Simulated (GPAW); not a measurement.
**H3O+ (SMILES [OH3+]): optPBE-vdW/dzp (scalar-relativistic datasets, nve dynamics)**

Aim: a short trajectory of H3O+. The job is set up through an ASE script.

Program for the calculation: GPAW 26.7.0.

4 further runs of the same task are left out: 4 set aside as unsound or not needed.

## (1) The system as given

H3O+ has 4 atoms, charge +1, and is taken as a singlet. As SMILES, `[OH3+]`. Geometry: relaxed at GFN2-xTB. The run starts from this shape.

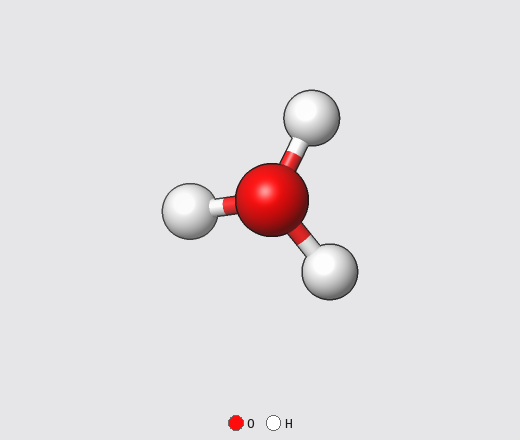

The structure, seen from a chosen angle (oxygen red, hydrogen white).

## (2) Molecular dynamics at optPBE-vdW/dzp (scalar-relativistic datasets, nve dynamics)

File calc.py:

```python
import numpy as np
from ase import Atoms, units
from ase.md.velocitydistribution import MaxwellBoltzmannDistribution, Stationary, ZeroRotation
from ase.md.verlet import VelocityVerlet
from gpaw import GPAW

# Geometry
system = Atoms(['O', 'H', 'H', 'H'],
    positions=[[  0.196050,  -0.061020,  -0.056900],
               [  0.214230,   0.919440,   0.016470],
               [ -0.413410,  -0.366620,  -0.765680],
               [  0.003130,  -0.491800,   0.806120]])
system.center(vacuum=3.0)

# Calculator
gpaw_calc = GPAW(mode='lcao',
                 charge=1,
                 basis='dzp',
                 nbands=-1,
                 h=0.2,
                 occupations={'name': 'fermi-dirac', 'width': 0.01},
                 convergence={'forces': 0.001},
                 mixer={'name': 'pulay', 'beta': 0.05, 'nmaxold': 3, 'weight': 100.0},
                 maxiter=80,
                 xc={'name': 'optPBE-vdW', 'backend': 'libvdwxc'},
                 symmetry='off',
                 txt='mol.txt')
system.calc = gpaw_calc

rng = np.random.default_rng(527)
MaxwellBoltzmannDistribution(system, temperature_K=300, rng=rng)
Stationary(system)
ZeroRotation(system)
dyn = VelocityVerlet(system, timestep=0.5 * units.fs, trajectory='md.traj', logfile='-')
dyn.run(50)
```

On the command line:

```
$ OMP_NUM_THREADS=1 python calc.py
```

Log, shortened:

```text
calc.py:31: DeprecationWarning: Use thermalize_momenta
  MaxwellBoltzmannDistribution(system, temperature_K=300, rng=rng)
Time[ps]      Etot[eV]     Epot[eV]     Ekin[eV]    T[K]
0.0000         -12.0727     -12.2020       0.1293   250.1
0.0005         -12.0721     -12.1750       0.1028   198.9
0.0010         -12.0709     -12.1355       0.0647   125.1
0.0015         -12.0698     -12.1045       0.0347    67.1
0.0020         -12.0696     -12.0989       0.0293    56.7
0.0025         -12.0705     -12.1207       0.0503    97.2
0.0030         -12.0716     -12.1554       0.0838   162.1
0.0035         -12.0722     -12.1830       0.1108   214.4
0.0040         -12.0719     -12.1910       0.1191   230.3
0.0045         -12.0713     -12.1786       0.1073   207.6
0.0050         -12.0705     -12.1527       0.0822   159.0
0.0055         -12.0698     -12.1233       0.0535   103.4
0.0060         -12.0694     -12.0996       0.0302    58.4
0.0065         -12.0692     -12.0881       0.0190    36.7
0.0070         -12.0692     -12.0927       0.0234    45.3
0.0075         -12.0696     -12.1131       0.0435    84.2
0.0080         -12.0703     -12.1454       0.0751   145.3
0.0085         -12.0712     -12.1811       0.1099   212.5
0.0090         -12.0722     -12.2081       0.1360   262.9
0.0095         -12.0727     -12.2151       0.1423   275.3
0.0100         -12.0726     -12.1965       0.1239   239.6
0.0105         -12.0715     -12.1584       0.0869   168.0
0.0110         -12.0702     -12.1193       0.0491    94.9
0.0115         -12.0695     -12.1006       0.0311    60.1
0.0120         -12.0700     -12.1125       0.0425    82.3
0.0125         -12.0712     -12.1466       0.0754   145.9
0.0130         -12.0722     -12.1823       0.1101   213.0
[... 11 lines of this table left out ...]
0.0190         -12.0726     -12.2122       0.1396   270.1
0.0195         -12.0728     -12.2072       0.1343   259.8
0.0200         -12.0722     -12.1771       0.1049   202.8
0.0205         -12.0708     -12.1342       0.0634   122.5
0.0210         -12.0696     -12.1009       0.0313    60.5
0.0215         -12.0694     -12.0961       0.0267    51.6
0.0220         -12.0704     -12.1222       0.0518   100.2
0.0225         -12.0717     -12.1634       0.0917   177.4
0.0230         -12.0724     -12.1974       0.1250   241.7
0.0235         -12.0722     -12.2094       0.1371   265.2
0.0240         -12.0715     -12.1970       0.1255   242.8
0.0245         -12.0706     -12.1674       0.0968   187.2
0.0250         -12.0698     -12.1316       0.0619   119.6
```

mol.txt, shortened:

```text
[...]
Maximum error relative to the maximum force is below inf
- Maximum [total energy] change in last 3 cyles: 0.0005 eV / valence electron
[...]
Converged in 14 steps
[...]
dipole moment: (3.188269, 3.516987, 3.780068)  # |e|*Ang
[...]
Maximum error relative to the maximum force is below inf
- Maximum [total energy] change in last 3 cyles: 0.0005 eV / valence electron
[...]
Converged in 12 steps
[...]
Energy contributions relative to reference atoms: (reference = -2078.322788)
Energy contributions:
  Kinetic:           1.261546
  Coulomb:          -3.202532
  Zero:              0.428887
  External:          0.000000
  Xc:              -10.619538
  Entropy:          -0.000000
  Spinorbit:         0.000000
  ----------------------------
  Free energy:     -12.131637
  Extrapolated:    -12.131637
dipole moment: (3.184661, 3.507220, 3.773413)  # |e|*Ang
Fermi level: -18.128
Eigenvalues  # (at kpt = [0.000, 0.000, 0.000])
| band index |      eig [eV] | occ [0-2] |
|------------|---------------|-----------|
|          0 |       -36.479 |     2.000 |
|          1 |       -23.650 |     2.000 |
|          2 |       -22.980 |     2.000 |
|          3 |       -18.606 |     2.000 |
|          4 |        -8.627 |     0.000 |
Gap: 9.979 eV
Transition (v -> c):
[...]
Forces  # eV/Ang
|        x |        y |        z |
|----------|----------|----------|
| -1.62334 | -1.12722 | -1.19357 |  # O    0
|  0.04682 | -0.02377 |  0.38024 |  # H    1
|  1.34842 |  0.41376 |  1.42791 |  # H    2
|  0.21479 |  0.65249 | -0.73122 |  # H    3
Force computation time: 0.000  # s
timing:  # [seconds]
  Total:  196.457  # ━━━━━━━━━━━━━━━━━━━━━━━━━━━━━━━━━━━━━━━━━━━━━━━━━━━━━━━━
  Init:     1.312  # ╸
  Forces:   5.170  # ━╸
  SCF:    174.847  # ━━━━━━━━━━━━━━━━━━━━━━━━━━━━━━━━━━━━━━━━━━━━━━━━━━
  Move:    20.147  # ━━━━━╸
```

Run time: 3.3 min. Hardware: 1 thread of Arm Neoverse V2, shared host; peak memory 0.3 GiB.

Step by step:

| step | potential energy change (eV) | largest force (eV/Å) | temperature (K) |
| --- | --- | --- | --- |
| 0 | 0.0000 | 0.8273 | 250 |
| 3 | 0.0975 | 3.3231 | 67 |
| 6 | 0.0465 | 2.2310 | 162 |
| 9 | 0.0234 | 0.9944 | 208 |
| 12 | 0.1024 | 2.5171 | 58 |
| 15 | 0.0888 | 3.0102 | 84 |
| 18 | -0.0062 | 1.4958 | 263 |
| 21 | 0.0436 | 2.4000 | 168 |
| 24 | 0.0895 | 3.4853 | 82 |
| 27 | 0.0006 | 1.3210 | 250 |
| 30 | 0.0610 | 1.8943 | 137 |
| 33 | 0.1214 | 2.5066 | 22 |
| 36 | 0.0442 | 1.9707 | 168 |
| 39 | -0.0052 | 0.7766 | 260 |
| 42 | 0.1011 | 3.3912 | 61 |
| 45 | 0.0386 | 2.1076 | 177 |
| 48 | 0.0049 | 1.1387 | 243 |
| 50 | 0.0703 | 2.3088 | 120 |

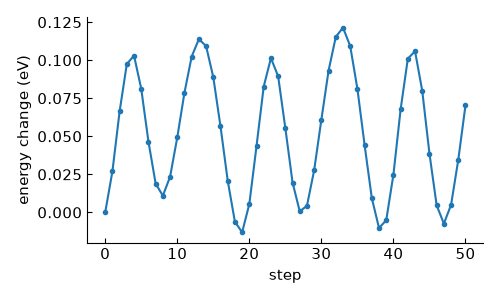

Energy along the run.
